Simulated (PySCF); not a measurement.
# NMR shielding calculation, with input and output: C$_{6}$H$_{11}$NSi$_{2}$

- system: C$_{6}$H$_{11}$NSi$_{2}$, SMILES c1ccn(C2[SiH2]C[SiH2]2)c1
- method: GIAO PBE0/pcSseg-1 NMR shielding, non-relativistic, gas phase (PySCF 2.14.0)

The geometry comes from this level: GFN2-xTB. It belongs to a series of runs on one base structure; here: H on C replaced by N-pyrrolyl. Figures and captions count atoms from 1; the log counts them from 0 in places.

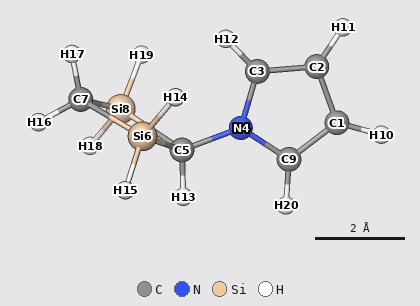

Figure 1. The structure (ball-and-stick view, seen at a tilt; atoms are numbered from 1 in the order of the input). Bond lengths as drawn: C–C 1.37 to 1.41 Å, C–H 1.07 to 1.09 Å, C–N 1.36 to 1.43 Å, C–Si 1.92 to 1.94 Å and H–Si 1.46 Å.

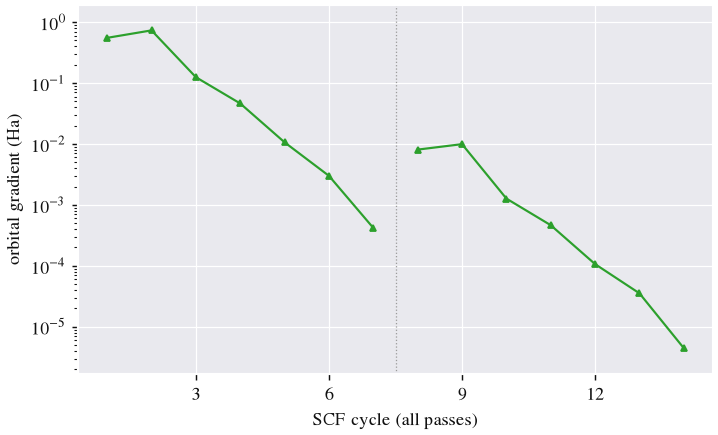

Figure 2. Convergence of the self-consistent field: orbital gradient against the SCF cycle. The dotted line marks the change from a coarse to the final integration grid. The first 7 cycles use a coarse grid, the final grid takes over at cycle 8, and the field converges after 14 cycles in all.

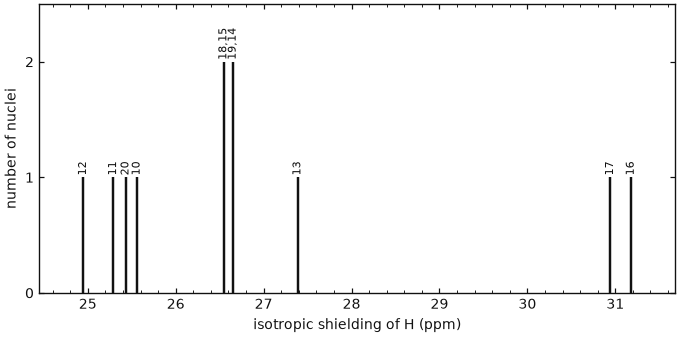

Figure 3. Isotropic shieldings of the hydrogen nuclei in this fixed geometry, labelled by atom number; shielding grows to the right, so chemical shift grows to the left. The least shielded is H12 (24.9 ppm), the most shielded H16 (31.2 ppm).

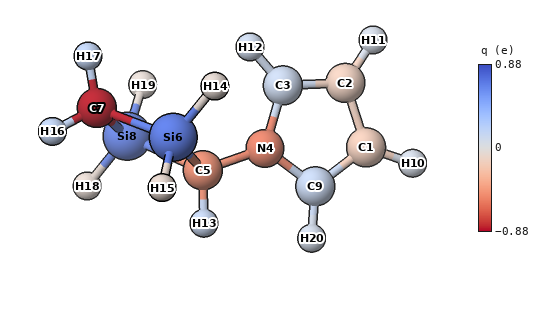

Figure 4. Mulliken charges, as the colour of each atom (ball-and-stick view, seen at a tilt; atoms are numbered from 1 in the order of the input). By element: C −0.84 to +0.15, N −0.55, Si +0.67 and H −0.07 to +0.17 e.

The input and output of the run follow.

### The input
```
{"job": {"kind": "nmr", "xc": "PBE0", "basis": "pcSseg-1"}, "charge": 0, "multiplicity": 1}
C      3.083527    -0.579473     0.068983
C      2.743520     0.781423    -0.024156
C      1.374756     0.849190    -0.042755
N      0.872554    -0.408501     0.035001
C     -0.520678    -0.738675     0.043158
Si    -1.625106     0.140402     1.377195
C     -2.726944     0.740858    -0.075095
Si    -1.599606    -0.043970    -1.415592
C      1.907084    -1.282092     0.103365
H      4.072372    -0.992926     0.105914
H      3.422998     1.610118    -0.071817
H      0.724071     1.699906    -0.106209
H     -0.590006    -1.826749     0.114645
H     -0.918154     1.191891     2.103697
H     -2.278904    -0.779048     2.309332
H     -3.738550     0.343420    -0.058862
H     -2.828810     1.820575    -0.148141
H     -2.237374    -1.079175    -2.230579
H     -0.878029     0.903319    -2.261839
H      1.736129    -2.339815     0.170720
```

The first line tells a small driver script what to run in PySCF; the rest is the geometry in Å.

Launched with:
```bash
OMP_NUM_THREADS=1 python <driver script> task.json out
```

### What the program printed
```
coarse grid: 17648 points
cycle   1  E = -868.1882884508  dE =  1.437e+00  |g| = 5.512e-01  |ddm| = 4.211e+00
cycle   2  E = -868.1308656307  dE =  5.742e-02  |g| = 7.307e-01  |ddm| = 1.213e+00
cycle   3  E = -868.2654261000  dE = -1.346e-01  |g| = 1.246e-01  |ddm| = 7.429e-01
cycle   4  E = -868.2687156754  dE = -3.290e-03  |g| = 4.614e-02  |ddm| = 1.565e-01
cycle   5  E = -868.2692215502  dE = -5.059e-04  |g| = 1.063e-02  |ddm| = 5.403e-02
cycle   6  E = -868.2692497785  dE = -2.823e-05  |g| = 2.995e-03  |ddm| = 1.431e-02
cycle   7  E = -868.2692518149  dE = -2.036e-06  |g| = 4.181e-04  |ddm| = 2.744e-03
final grid: 161184 points
cycle   8  E = -868.3199695144  dE = -4.048e-05  |g| = 8.075e-03  |ddm| = 3.936e-02
cycle   9  E = -868.3199612721  dE =  8.242e-06  |g| = 9.923e-03  |ddm| = 1.861e-02
cycle  10  E = -868.3199867749  dE = -2.550e-05  |g| = 1.269e-03  |ddm| = 1.026e-02
cycle  11  E = -868.3199870983  dE = -3.234e-07  |g| = 4.638e-04  |ddm| = 1.454e-03
cycle  12  E = -868.3199871445  dE = -4.620e-08  |g| = 1.066e-04  |ddm| = 4.265e-04
cycle  13  E = -868.3199871471  dE = -2.557e-09  |g| = 3.534e-05  |ddm| = 1.291e-04
cycle  14  E = -868.3199871474  dE = -3.029e-10  |g| = 4.450e-06  |ddm| = 4.052e-05
converged SCF energy = -868.3199871474

GIAO shielding tensors (ppm)
atom      isotropic    diamagn.    paramagn.     s11        s22        s33       span
  0 C       74.789     258.808    -184.019     -2.824     63.794    163.397    166.221
  1 C       71.121     256.735    -185.614     -8.295     59.848    161.809    170.104
  2 C       66.155     253.832    -187.677     -5.902     70.182    134.185    140.088
  3 N       80.591     327.648    -247.057    -18.427     80.218    179.982    198.409
  4 C      143.665     253.107    -109.443    108.313    138.996    183.685     75.371
  5 Si     369.056     880.849    -511.793    328.440    353.726    425.001     96.562
  6 C      196.709     259.822     -63.113    181.184    202.280    206.663     25.480
  7 Si     369.049     880.845    -511.797    328.446    353.683    425.016     96.570
  8 C       63.173     250.136    -186.964     -7.685     76.595    120.607    128.292
  9 H       25.558      31.525      -5.967     23.005     25.690     27.980      4.975
 10 H       25.290      32.092      -6.802     22.803     25.642     27.425      4.622
 11 H       24.947      33.743      -8.795     21.633     24.532     28.677      7.044
 12 H       27.387      32.687      -5.300     22.844     29.195     30.121      7.277
 13 H       26.653      30.084      -3.432     23.540     25.807     30.611      7.072
 14 H       26.546      29.712      -3.166     23.028     24.809     31.801      8.773
 15 H       31.178      29.164       2.015     27.063     27.325     39.147     12.084
 16 H       30.942      30.771       0.171     26.540     27.576     38.710     12.170
 17 H       26.542      29.707      -3.165     23.026     24.805     31.795      8.769
 18 H       26.648      30.078      -3.430     23.539     25.795     30.610      7.071
 19 H       25.431      31.414      -5.983     22.120     26.072     28.102      5.982
```

### Results in brief

```tsv
quantity	value
outcome	converged
total energy	−868.319987 hartree
HOMO	−5.95 eV
LUMO	−0.38 eV
dipole moment	2.52 D
isotropic shielding, C	63.2 to 196.7 ppm
isotropic shielding, N	80.6 ppm
isotropic shielding, Si	369.0 ppm
isotropic shielding, H	24.9 to 31.2 ppm
hardware	1 CPU thread, shared host
wall time	3.8 min (CPU time 2.4 min; the host was busy)
peak memory	0.92 GiB
```
